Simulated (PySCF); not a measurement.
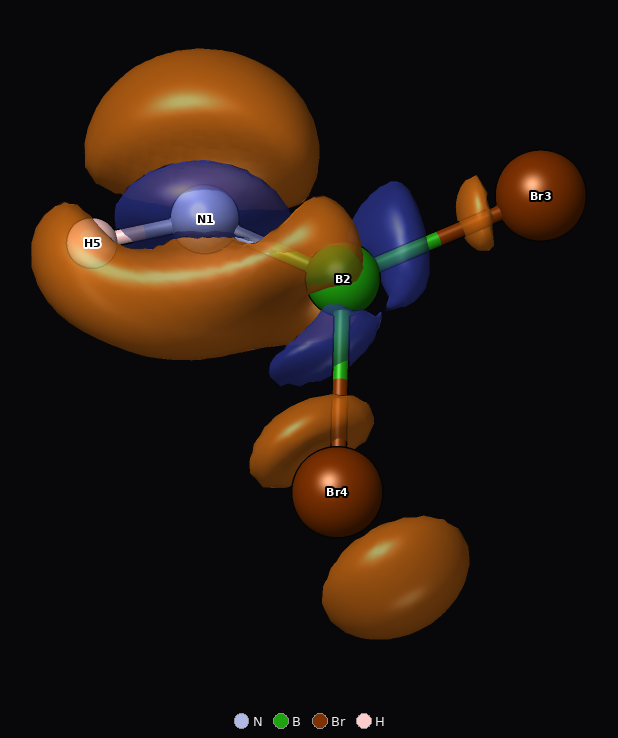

Figure 1: BBr₂HN, doublet, SMILES `[NH]B(Br)Br`. Fukui function f⁺ = ρ(N+1) − ρ(N) at fixed geometry, surfaces at ±0.03 e/Å³ (orange positive, blue negative).

Computed with PySCF, PBE0/def2-TZVP, geometry: GFN2-xTB. No frequency check shows the geometry to be a minimum. GFN2-xTB bond lengths at metals and heavier atoms can be off by up to 0.1 Å and shapes distorted, which carries into these values. GFN2-xTB doesn't know the spin state, so this open-shell geometry is rough.

Input

```python
import numpy as np
from pyscf import gto, scf, dft
from pyscf.scf import atom_ks, atom_hf
from scipy.linalg import block_diag

def solve(mol, dm0=None, hcore=None):
    mf = (dft.UKS if mol.spin else dft.RKS)(mol, xc='pbe0')
    mf.grids.level = 3
    mf = mf.density_fit(auxbasis='def2-universal-jkfit')
    mf.conv_tol, mf.max_cycle = 1e-8, 80
    if hcore is not None:
        mf.get_hcore = lambda *args: hcore
    mf.kernel(dm0)
    if not mf.converged:
        mf = mf.newton().run(mf.mo_coeff, mf.mo_occ, max_cycle=30)
    assert mf.converged, 'SCF not converged'
    return mf

mol = gto.M(atom='''
N      0.12044    -2.02587     0.00000
B     -0.06869    -0.72772     0.00000
Br    -1.67170     0.25746     0.00000
Br     1.63327     0.32909     0.00000
H      0.84545    -2.70957     0.00000
''', basis='def2-tzvp', charge=0, spin=1, verbose=4)
mf = solve(mol)
out = dict(e0=mf.e_tot, dm0=mf.make_rdm1(), c=mf.mo_coeff, occ=mf.mo_occ, eps=mf.mo_energy)
for name, dq, spin in [('cation', 1, 0), ('anion', -1, 0)]:
    ion = mol.copy().set(charge=mol.charge + dq, spin=spin).build()
    mi = solve(ion)
    if spin and dq > 0 and mol.nao < 130:
        c, _, stable, _ = mi.stability(return_status=True)
        if not stable:
            mi = solve(ion, mi.make_rdm1(c, mi.mo_occ))
    print(name, 'vertical energy change / eV', (mi.e_tot - mf.e_tot) * 27.211386)
    out.update({'e_' + name: mi.e_tot, 'dm_' + name: mi.make_rdm1(), 's2_' + name: mi.spin_square()[0], 'eps_' + name: mi.mo_energy, 'occ_' + name: mi.mo_occ})
# spherically averaged free atoms, for the promolecule
atm = atom_ks.get_atm_nrks(mol, xc='pbe0')
pro = block_diag(*[(atm[a[0]][2] * atm[a[0]][3]) @ atm[a[0]][2].T for a in mol._atom])
np.savez('result.npz', pro=pro, **out)
```

Command:

```sh
OMP_NUM_THREADS=1 python input.py
```

The run took 85 s on 1 thread of Arm Neoverse V2, on a shared host, peak memory 0.77 GiB.

Partitions, critical points and surface values were worked out afterwards from this run's density.

> On which atoms does the density change most on addition of an electron?

f⁺ (Hirshfeld-condensed) is largest on N1 (0.33) and Br4 (0.28); the vertical electron affinity is 2.92 eV (to the singlet anion, which needn't be its lowest state; rough: the basis has no diffuse functions). Condensed values hint at sites of nucleophilic attack but needn't mark the atom that reacts. Orbital relaxation makes it negative in places (0.24 e in all).
